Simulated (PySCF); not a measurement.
C4H8ClFSi2

```xyz
16

F     0.1009    1.0864   -2.2555
Si    0.3464    0.5373   -0.7477
Si    2.6133    0.5679   -0.3352
C    -0.8802    1.3324    0.4322
C    -1.6170    0.4201    1.0576
C    -1.3750   -1.0272    0.7582
C    -0.5511   -1.1592   -0.5241
Cl   -1.6465   -1.4637   -1.9143
H     3.0156    1.8571    0.2324
H     2.9928   -0.4703    0.6289
H     3.4116    0.3544   -1.5435
H    -0.9984    2.3856    0.6271
H    -2.3802    0.6600    1.7849
H    -2.3203   -1.5688    0.6801
H    -0.8172   -1.4702    1.5900
H     0.0976   -2.0330   -0.4824
```

Geometry: GFN2-xTB.

These are results of PBE0/pcSseg-1, SCF density, gas phase, non-relativistic (PySCF 2.14.0), not measurements.

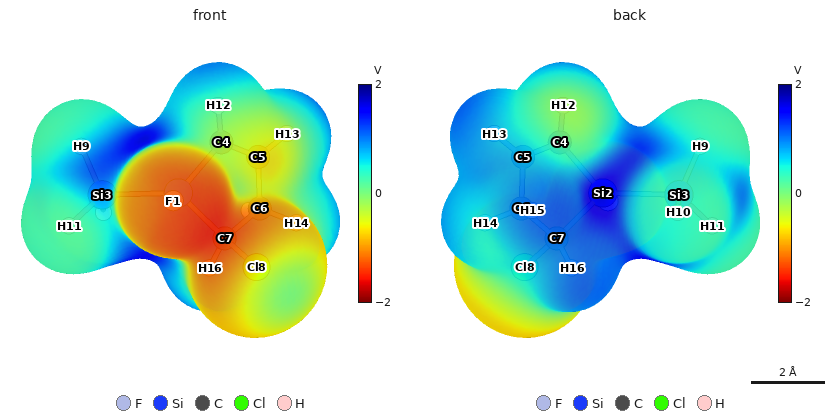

Figure 1. The electrostatic potential painted on the density surface at 0.002 e/bohr³, seen from the front and from behind; the colour scale runs from red (negative) to blue (positive).

Describe the electrostatic potential map.

Answer. The most negative region (about −1.5 V, or −35 kcal/mol for a unit charge) lies over F1 and Cl8, the most positive (about +1.6 V, or +37 kcal/mol for a unit charge) over Si2.

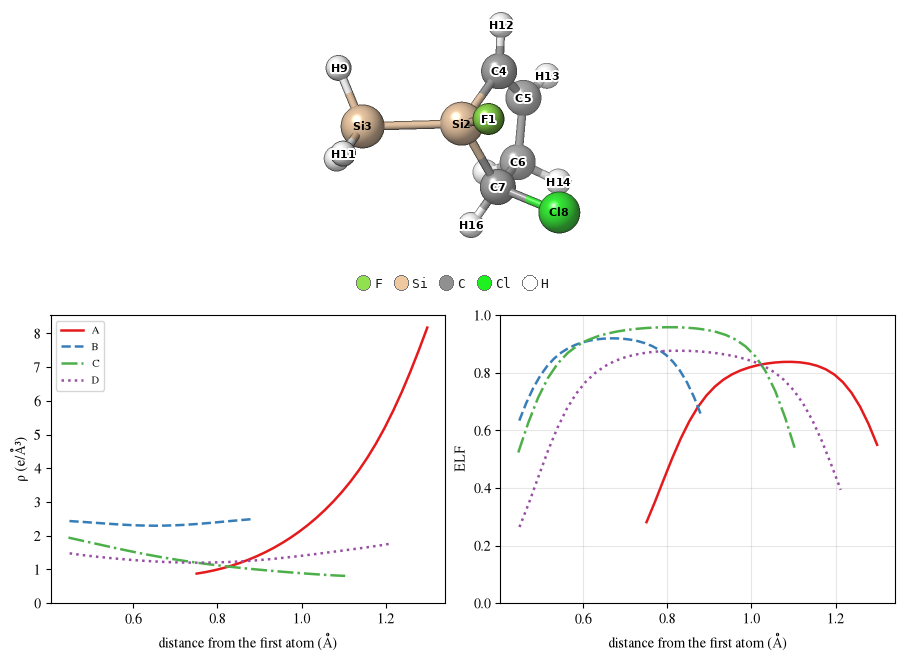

Figure 2. Total electron density and electron localisation function along straight lines between neighbouring atoms. The curves leave out the atomic cores. The structure is drawn too.

Which curve belongs to which contact (C–C, C–Cl, C–Si and Si–F)? The first atom named is at distance zero.

Answer. Curve A: Si–F (1.62 Å): ρ is about 1 e/Å³ halfway; the ELF peaks at about 0.85 in the valence shell of F, 0.5 Å from its nucleus, and is about 0.50 at the midpoint. Curve B: C–C (1.33 Å): the density is about 2.3 e/Å³ at the midpoint; the ELF peaks at about 0.90 between the atoms (a multiple bond). Curve C: C–Si (1.88 Å): ρ at the midpoint is about 0.95 e/Å³; the ELF peaks at about 0.95 between the atoms: a shared electron pair. Curve D: C–Cl (1.80 Å): the density is about 1.3 e/Å³ at the midpoint; the ELF peaks at about 0.90 between the atoms: a covalent bond.
